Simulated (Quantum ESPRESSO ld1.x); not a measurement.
# Atomic calculation, with input and output: Ta²⁺

Ta²⁺ (Z = 73, 71 electrons) in the configuration [Xe] 4f14 5d3 (high spin). Computed at this level: scalar-relativistic Kohn-Sham, LDA (Slater exchange, Perdew-Zunger correlation), spin-polarised, spherical densities, point nucleus (Quantum ESPRESSO ld1.x 7.5).

### Results in brief

```tsv
quantity	value
outcome	converged
total energy	−15594.5173 hartree
kinetic energy	17132.7152 hartree
electron–nucleus energy	−38484.6057 hartree
Hartree energy	6062.9298 hartree
exchange–correlation energy	−305.556664 hartree
radius at density 0.001 e/bohr³	3.73 bohr
SCF iterations	26
hardware	1 CPU thread, shared host
wall time	0.92 s
```

### Input
```
 &input
    atom='Ta',
    iswitch=1,
    rel=1,
    lsd=1,
    dft='PZ',
    config='[Xe] 4f14 5d3',
    verbosity='high',
    prefix='ld1',
    max_out_wfc=37,
    file_charge='ld1.rho',
 /
```

### Log
```
     Program LD1 v.7.5 starts

     --------------------------- All-electron run ----------------------------

     scalar relativistic calculation

     atomic number is 73.00
     dft =PZ   lsd =1 sic =0 latt =0  beta=0.20 tr2=1.0E-14
     Exchange-correlation= PZ
                           (   1   1   0   0   0   0   0)
     mesh =2113 r(mesh) = 100.03704 a.u. xmin = -8.00 dx = 0.00800
     1 Ry =  13.60569312 eV, c = 137.03599908

     n l     nl                  e(Ry)          e(Ha)          e(eV)
     1 0     1S 1( 1.00)   -4948.694913337   -2474.347456668 -67330.4243502
     2 0     2S 1( 1.00)    -851.274121973    -425.637060987 -11582.1744671
     2 1     2P 1( 3.00)    -746.414862966    -373.207431483 -10155.4915680
     3 0     3S 1( 1.00)    -195.856150739     -97.928075369  -2664.7586832
     3 1     3P 1( 3.00)    -164.673977002     -82.336988501  -2240.5035964
     4 0     4S 1( 1.00)     -40.797039139     -20.398519570   -555.0719949
     4 1     4P 1( 3.00)     -30.563667102     -15.281833551   -415.8398753
     3 2     3D 1( 5.00)    -128.231097210     -64.115548605  -1744.6729575
     5 0     5S 1( 1.00)      -6.560374949      -3.280187475    -89.2584483
     5 1     5P 1( 3.00)      -4.098855854      -2.049427927    -55.7677749
     4 2     4D 1( 5.00)     -17.466271769      -8.733135884   -237.6407337
     4 3     4F 1( 7.00)      -2.986958374      -1.493479187    -40.6396390
     5 2     5D 1( 3.00)      -1.421653779      -0.710826889    -19.3425850
     1 0     1S 2( 1.00)   -4948.695121424   -2474.347560712 -67330.4271813
     2 0     2S 2( 1.00)    -851.265847213    -425.632923606 -11582.0618833
     2 1     2P 2( 3.00)    -746.408056006    -373.204028003 -10155.3989546
     3 0     3S 2( 1.00)    -195.853231628     -97.926615814  -2664.7189667
     3 1     3P 2( 3.00)    -164.670811893     -82.335405947  -2240.4605329
     4 0     4S 2( 1.00)     -40.789940092     -20.394970046   -554.9754074
     4 1     4P 2( 3.00)     -30.556505935     -15.278252967   -415.7424427
     3 2     3D 2( 5.00)    -128.225680772     -64.112840386  -1744.5992631
     5 0     5S 2( 1.00)      -6.482006656      -3.241003328    -88.1921934
     5 1     5P 2( 3.00)      -3.995000404      -1.997500202    -54.3547495
     4 2     4D 2( 5.00)     -17.457203622      -8.728601811   -237.5173553
     4 3     4F 2( 7.00)      -2.965702872      -1.482851436    -40.3504432
     5 2     5D 2( 0.00)      -1.284029596      -0.642014798    -17.4701126

     final scf error:  3.2E-15 reached in  26 iterations

     Etot =  -31189.034653 Ry,  -15594.517326 Ha, -424348.434285 eV
     Total magnetization:    3.00 Bohr mag.

     Ekin =   34265.430422 Ry,   17132.715211 Ha,  466204.931049 eV
     Encl =  -76969.211359 Ry,  -38484.605679 Ha,-1047219.469663 eV
     Eh   =   12125.859612 Ry,    6062.929806 Ha,  164980.724735 eV
     Exc  =    -611.113328 Ry,    -305.556664 Ha,   -8314.620406 eV

     normalization and overlap integrals

     s(1S/1S) =  1.000000  <r> =   0.0187  <r2> =    0.0005  r(max) =   0.0117
     s(1S/2S) = -0.030996
     s(1S/3S) = -0.013558
     s(1S/4S) = -0.006616
     s(1S/5S) = -0.002732
     s(2S/2S) =  1.000000  <r> =   0.0790  <r2> =    0.0074  r(max) =   0.0668
     s(2S/3S) = -0.008639
     s(2S/4S) = -0.004023
     s(2S/5S) = -0.001646
     s(2P/2P) =  1.000000  <r> =   0.0706  <r2> =    0.0061  r(max) =   0.0547
     s(2P/3P) = -0.006849
     s(2P/4P) = -0.003012
     s(2P/5P) = -0.001099
     s(3S/3S) =  1.000000  <r> =   0.2050  <r2> =    0.0480  r(max) =   0.1889
     s(3S/4S) = -0.002900
     s(3S/5S) = -0.001149
     s(3P/3P) =  1.000000  <r> =   0.2050  <r2> =    0.0487  r(max) =   0.1859
     s(3P/4P) = -0.002448
     s(3P/5P) = -0.000867
     s(4S/4S) =  1.000000  <r> =   0.4590  <r2> =    0.2379  r(max) =   0.4307
     s(4S/5S) = -0.000794
     s(4P/4P) =  1.000000  <r> =   0.4880  <r2> =    0.2710  r(max) =   0.4482
     s(4P/5P) = -0.000606
     s(3D/3D) =  1.000000  <r> =   0.1857  <r2> =    0.0404  r(max) =   0.1522
     s(3D/4D) = -0.001771
     s(3D/5D) = -0.000414
     s(5S/5S) =  1.000000  <r> =   1.1017  <r2> =    1.3654  r(max) =   0.9896
     s(5P/5P) =  1.000000  <r> =   1.2949  <r2> =    1.9030  r(max) =   1.1247
     s(4D/4D) =  1.000000  <r> =   0.5234  <r2> =    0.3178  r(max) =   0.4628
     s(4D/5D) = -0.000314
     s(4F/4F) =  1.000000  <r> =   0.6411  <r2> =    0.5243  r(max) =   0.4411
     s(5D/5D) =  1.000000  <r> =   1.9757  <r2> =    4.5705  r(max) =   1.5613
     s(1S/1S) =  1.000000  <r> =   0.0187  <r2> =    0.0005  r(max) =   0.0117
     s(1S/2S) = -0.030996
     s(1S/3S) = -0.013558
     s(1S/4S) = -0.006615
     s(1S/5S) = -0.002750
     s(2S/2S) =  1.000000  <r> =   0.0790  <r2> =    0.0074  r(max) =   0.0668
     s(2S/3S) = -0.008639
     s(2S/4S) = -0.004023
     s(2S/5S) = -0.001657
     s(2P/2P) =  1.000000  <r> =   0.0706  <r2> =    0.0061  r(max) =   0.0547
     s(2P/3P) = -0.006849
     s(2P/4P) = -0.003012
     s(2P/5P) = -0.001111
     s(3S/3S) =  1.000000  <r> =   0.2050  <r2> =    0.0480  r(max) =   0.1889
     s(3S/4S) = -0.002900
     s(3S/5S) = -0.001156
     s(3P/3P) =  1.000000  <r> =   0.2050  <r2> =    0.0487  r(max) =   0.1859
     s(3P/4P) = -0.002448
     s(3P/5P) = -0.000876
     s(4S/4S) =  1.000000  <r> =   0.4590  <r2> =    0.2379  r(max) =   0.4307
     s(4S/5S) = -0.000799
     s(4P/4P) =  1.000000  <r> =   0.4880  <r2> =    0.2710  r(max) =   0.4482
     s(4P/5P) = -0.000612
     s(3D/3D) =  1.000000  <r> =   0.1857  <r2> =    0.0404  r(max) =   0.1522
     s(3D/4D) = -0.001772
     s(3D/5D) = -0.000418
     s(5S/5S) =  1.000000  <r> =   1.0965  <r2> =    1.3521  r(max) =   0.9896
     s(5P/5P) =  1.000000  <r> =   1.2860  <r2> =    1.8770  r(max) =   1.1247
     s(4D/4D) =  1.000000  <r> =   0.5232  <r2> =    0.3175  r(max) =   0.4628
     s(4D/5D) = -0.000316
     s(4F/4F) =  1.000000  <r> =   0.6368  <r2> =    0.5150  r(max) =   0.4411
     s(5D/5D) =  1.000000  <r> =   1.9887  <r2> =    4.6677  r(max) =   1.5489

     ------------------------ End of All-electron run ------------------------
```

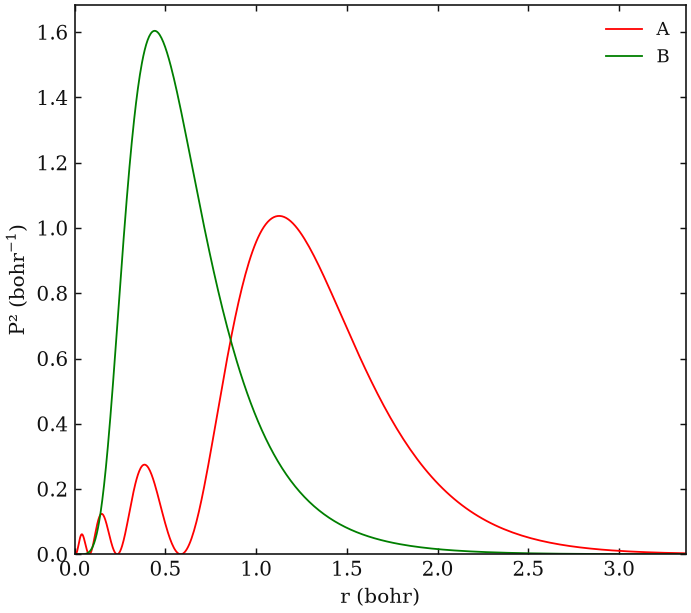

Fig. 1: The radial probability densities P² of 5p up and 4f up. A is 5p up; B is 4f up. 4f up: outer maximum at 0.441 bohr, ⟨r⟩ = 0.641 bohr, 0 nodes, eigenvalue −40.6 eV; 5p up: outer maximum at 1.12 bohr, ⟨r⟩ = 1.29 bohr, 3 nodes, eigenvalue −55.8 eV.

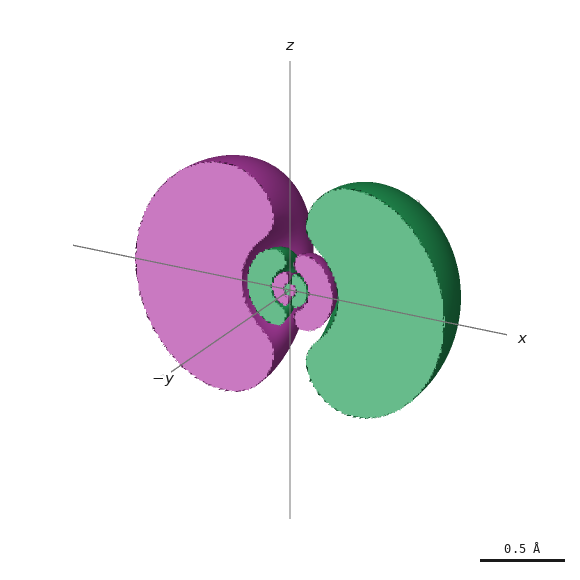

Fig. 2: The 5p(x) orbital of down spin. The surface of constant |ψ| that holds about 85 % of the electron is drawn, green where ψ is positive and pink where it is negative, with the half in front of the xz plane cut away and the cut face painted. The radial function comes from the spherical calculation and is multiplied by a real spherical harmonic; the overall sign is chosen so that the largest lobe of P(r) is positive; at the scalar-relativistic level it is the large component. It has the nodal plane yz and 3 radial nodes, at r = 0.0804, 0.234 and 0.584 bohr. The outermost maximum of P² lies at 1.12 bohr, ⟨r⟩ = 1.29 bohr, 90 % of the charge lies within 1.88 bohr, and the eigenvalue is −54.4 eV, with 3 electrons in the shell for this spin.
